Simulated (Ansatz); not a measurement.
Consider GaFeC4N4.

Input

```
crystal:
  lattice:
    - [5.8320956327, 0.0, 0.0]
    - [0.0, 5.8320956327, 0.0]
    - [0.0, 0.0, 5.8320956327]
  atoms:
    - { symbol: Ga, position: [0.0, 0.0, 0.0] }
    - { symbol: Fe, position: [0.5, 0.5, 0.5], spin: 2.54 }
    - { symbol: C, position: [0.1946033904, 0.1946033904, 0.1946033904] }
    - { symbol: C, position: [0.1946033904, 0.8053966096, 0.8053966096] }
    - { symbol: C, position: [0.8053966096, 0.1946033904, 0.8053966096] }
    - { symbol: C, position: [0.8053966096, 0.8053966096, 0.1946033904] }
    - { symbol: "N", position: [0.3102849147, 0.3102849147, 0.3102849147] }
    - { symbol: "N", position: [0.3102849147, 0.6897150853, 0.6897150853] }
    - { symbol: "N", position: [0.6897150853, 0.3102849147, 0.6897150853] }
    - { symbol: "N", position: [0.6897150853, 0.6897150853, 0.3102849147] }
basis:
  ecutwfc: 420
kpoints:
  mp_grid: { grid: [6, 6, 6] }
hamiltonian:
  xc: pbe
scf:
  occupations: { method: gaussian, width: 0.02 }
output:
  forces: true
  stress: true
  eigenvalues: true
  populations: true
  write_density: true
  write_potential: true
  elf: true
  volumetric_format: npy
magnetization:
  spin_polarized: true
relax:
  adjacent_minimum: "off"
  f_tol: 0.01
  max_steps: 80
  cell: { stress_tol: 0.05 }
```

Command:

```sh
ansatz run input.yaml --threads 1 --pin off --max-ram 2560MiB --backend cpu --events-out ev --progress --plain --runs-dir out
```

Below, planes, directions and counts refer to the conventional cell (a = 5.84 Å, b = 5.84 Å, c = 5.84 Å, α = 90.00°, β = 90.00°, γ = 90.00°).

The fields are those of the run's last geometry, not of the input's.

Space group P-43m; a structure generated by program, which may or may not match a known phase; spin-polarised.

Level of theory: DFT PBE, scalar-relativistic, plane waves, PAW (Ansatz).

What can the converged valence pseudo-density, electron localisation function and spin density tell about the bonding?

C–N (1.17 Å): the density is about 3.5 e/Å³ at the midpoint; the ELF peaks at about 0.85 between the atoms (inside overlapping PAW spheres, so only a guide) (a short, multiple covalent bond).
Fe–N (1.92 Å): the density is about 0.71 e/Å³ at the midpoint; the ELF peaks at about 0.90 in the valence shell of N, 0.6 Å from its nucleus, and is about 0.20 at the midpoint; no shared electron pair shows on this line.
Ga–C (1.97 Å): ρ is about 0.75 e/Å³ halfway; the ELF peaks at about 0.95 in the valence shell of C, 0.7 Å from its nucleus, and is about 0.60 at the midpoint.
The spin density sits on Fe: +2.3 μB in one cell of 10 atoms: parallel main moments, as they must be, since the calculation's own cell holds one magnetic site. The cell of the calculation (10 atoms) carries 3.0 μB of net spin moment.

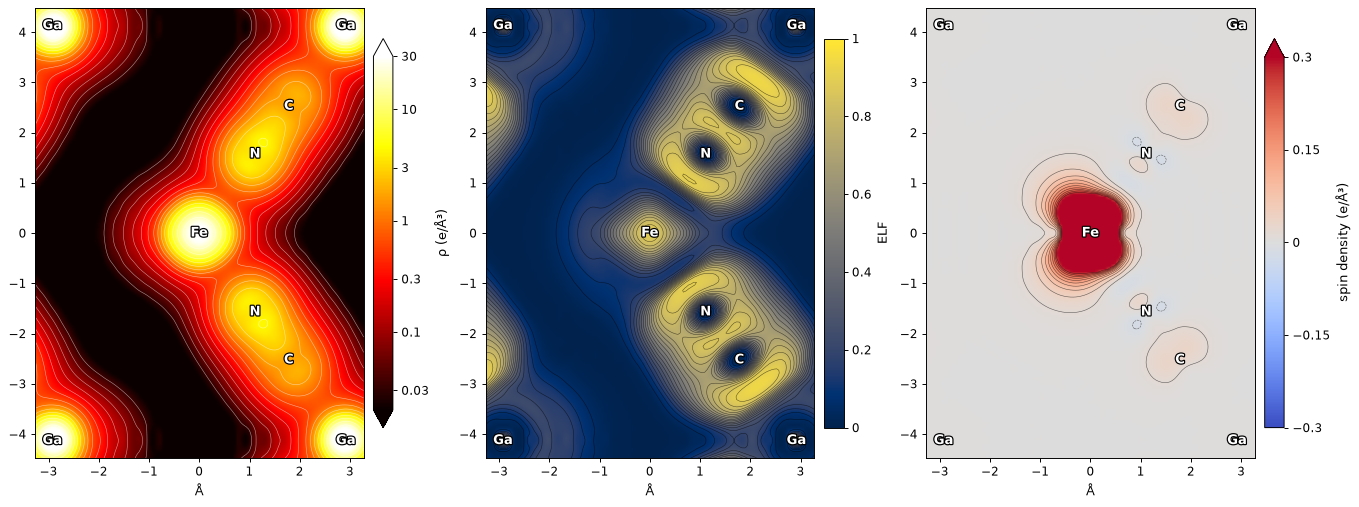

Computed valence pseudo-density, electron localisation function and spin density on the (101) plane of the conventional cell, in this order. 

The density is the valence pseudo-density of a PAW calculation; it isn't the true density close to the nuclei.
